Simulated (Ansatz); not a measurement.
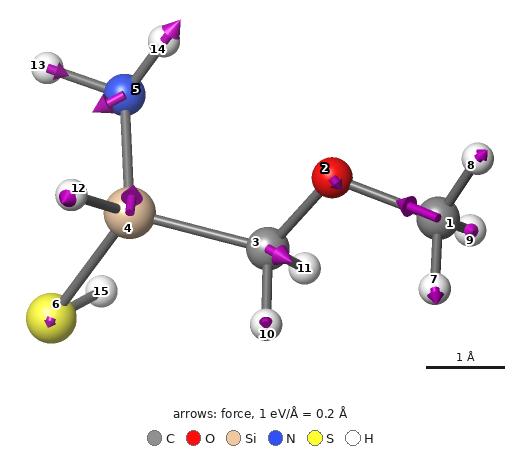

Starting geometry of C$_{2}$H$_{9}$NOSSi with the computed forces as purple arrows. The picture is a ball-and-stick view, seen at a tilt.

The run prepares an end point of a later path (inversion) calculation, from a guessed geometry.

All numbers below come from RKS PBE0-D4/def2-SVP in Ansatz 0.2.0.

Input file:
```yaml
crystal:
  periodic: [false, false, false]
  atoms:
    - { symbol: C, position_ang: [0.7404, -2.5974, -0.3264] }
    - { symbol: O, position_ang: [0.314, -1.2455, -0.7492] }
    - { symbol: C, position_ang: [0.4521, -0.2828, 0.3003] }
    - { symbol: Si, position_ang: [0.0497, 1.491, -0.0925] }
    - { symbol: "N", position_ang: [-1.6435, 1.5848, -0.614] }
    - { symbol: S, position_ang: [0.0789, 2.7287, 1.645] }
    - { symbol: H, position_ang: [1.7724, -2.5727, -0.0399] }
    - { symbol: H, position_ang: [0.589, -3.2139, -1.1903] }
    - { symbol: H, position_ang: [0.0649, -2.872, 0.532] }
    - { symbol: H, position_ang: [1.5431, -0.2769, 0.6319] }
    - { symbol: H, position_ang: [-0.114, -0.6212, 1.1967] }
    - { symbol: H, position_ang: [0.8092, 2.0797, -1.1546] }
    - { symbol: H, position_ang: [-1.8585, 2.5588, -0.9634] }
    - { symbol: H, position_ang: [-1.7939, 0.982, -1.3765] }
    - { symbol: H, position_ang: [-1.0256, 2.2066, 2.2303] }
basis:
  gaussian: { orbitals: def2-SVP }
hamiltonian:
  xc: pbe0
  dispersion: d4
relax:
  f_tol: 0.015
  max_steps: 40
output:
  orbitals: {}
```

Launched with:
```bash
ansatz run input.yaml --threads 2 --pin off --max-ram 3072MiB --backend cpu --events-out ev --progress --plain --runs-dir out
```

Is this structure relaxed? If not, where do the atoms go?

It isn't relaxed: the largest force vector, on C1, is 3.74 eV/Å. The final displacements have little in common with the starting forces (cosine between the two patterns 0.15). H14 moves most after the best rigid fit: 0.55 Å. Largest moves by element: H 0.55 Å, C 0.28 Å, N 0.28 Å, O 0.22 Å, S 0.14 Å, Si 0.06 Å. Among the contacts that change: C1–O2 1.479 → 1.395 Å, Si4–H12 1.432 → 1.497 Å, Si4–N5 1.774 → 1.722 Å, N5–H13 1.057 → 1.013 Å. Bond angles that change, for instance: N5–Si4–H12 105.4° → 117.6°, Si4–N5–H13 109.9° → 121.8°, O2–C3–Si4 117.8° → 107.1°. The energy falls by 0.635 eV in 13 accepted moves (15 points after the start). The largest force component goes from 2.9 to 0.0075 eV/Å. The line search rejected the trial steps at points 3, 12 of the run. The run took 31 s on 2 threads of AMD EPYC 9R45 96-Core Processor (Zen 5), with other jobs on the host, peak memory 0.38 GiB.
